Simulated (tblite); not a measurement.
Frequency calculation of C4H11NSeSi2

C4H11NSeSi2, computed with GFN2-xTB harmonic vibrations, gas phase (tblite 0.8.0).

It belongs to a series of runs on one base structure; here: H on C replaced by CH2SiH3.

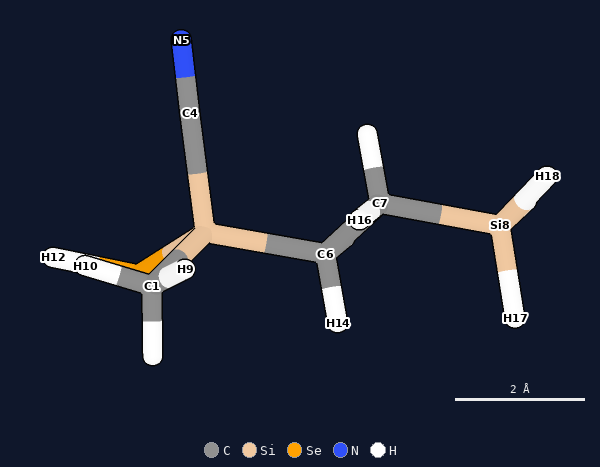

The structure as given in the input (stick view, seen at a tilt; atoms are numbered from 1 in the order of the input). Bond lengths as drawn: C–C 1.53 Å, C–H 1.09 Å, C–N 1.14 Å, C–Si 1.88 to 1.91 Å, H–Se 1.43 Å, H–Si 1.46 to 1.47 Å and Se–Si 2.32 Å.

**Key numbers**

- outcome: converged
- total energy: −644.4339 eV
- zero-point energy: 82.5100 kcal/mol
- hardware: 1 CPU thread, shared host
- wall time: 1 s
- peak memory: 0.18 GiB

**Input file**
```
{"job": {"kind": "ir", "xc": "GFN2-xTB", "basis": "xTB"}, "charge": 0, "multiplicity": 1}
C     -2.364810    -1.000554     0.040839
Si    -1.292840     0.567769     0.156980
Se    -2.261507     2.312888    -1.020593
C     -1.227191     1.072373     1.965297
N     -1.172354     1.385858     3.065140
C      0.499441     0.383956    -0.458950
C      1.381116    -0.397421     0.513387
Si     3.169801    -0.585317    -0.116719
H     -1.892357    -1.840271     0.540974
H     -3.337676    -0.844613     0.499109
H     -2.527078    -1.275877    -0.997798
H     -3.558074     2.148406    -0.430923
H      0.927710     1.375038    -0.625653
H      0.494167    -0.115566    -1.429872
H      1.380618     0.105157     1.482535
H      0.945354    -1.383898     0.682667
H      3.137644    -1.278891    -1.407528
H      3.934019    -1.364114     0.855971
H      3.754214     0.744328    -0.291999
```

The first line tells a small driver script what to run in tblite; the rest is the geometry in Å.

Run as:
```bash
OMP_NUM_THREADS=1 python <driver script> task.json out
```

**Output**
```
mode    cm-1     km/mol
  1      32.8      1.48
  2      51.0      1.17
  3      52.3      1.38
  4      71.2      5.01
  5      90.1      4.20
  6      95.9     14.79
  7     111.6      9.10
  8     124.3      0.41
  9     129.8      5.46
 10     171.0      3.52
 11     193.0      1.74
 12     215.1      3.02
 13     300.8      2.95
 14     333.6      7.38
 15     388.5    100.11
 16     509.8     36.40
 17     530.3     32.94
 18     571.2     29.19
 19     591.7     44.87
 20     680.6      9.17
 21     716.6     63.52
 22     750.1      4.99
 23     768.5     32.11
 24     780.5    263.44
 25     787.7    326.61
 26     790.3    404.46
 27     817.3    121.66
 28     824.1     30.38
 29     841.1     30.85
 30    1065.0      0.16
 31    1071.0     52.70
 32    1200.3     52.15
 33    1263.3      0.65
 34    1310.0      0.42
 35    1361.4     16.81
 36    1462.5      1.53
 37    1466.2      1.25
 38    1468.2      0.72
 39    1488.7      1.89
 40    2098.6    343.78
 41    2250.8    294.26
 42    2274.6    234.66
 43    2283.7    345.09
 44    2344.9     36.84
 45    2952.9      7.35
 46    2966.6     74.47
 47    2970.8     21.19
 48    2982.0     20.19
 49    3034.2     12.16
 50    3034.9     14.16
 51    3045.5     16.66
```

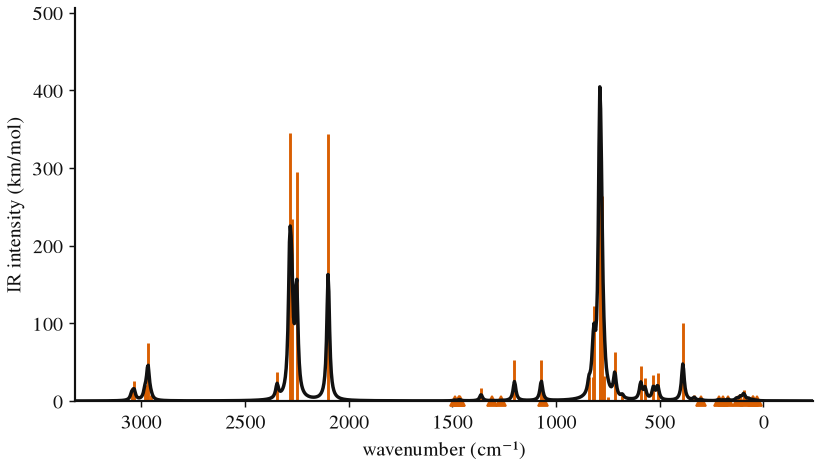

Harmonic infrared spectrum, unscaled: sticks (degenerate modes added up, dark ones marked on the axis) with a Lorentzian envelope of 16 cm⁻¹ full width, scaled to the tallest stick. 51 modes from 33 to 3046 cm⁻¹, none imaginary. The strongest line is at 790 cm⁻¹ (404 km/mol).
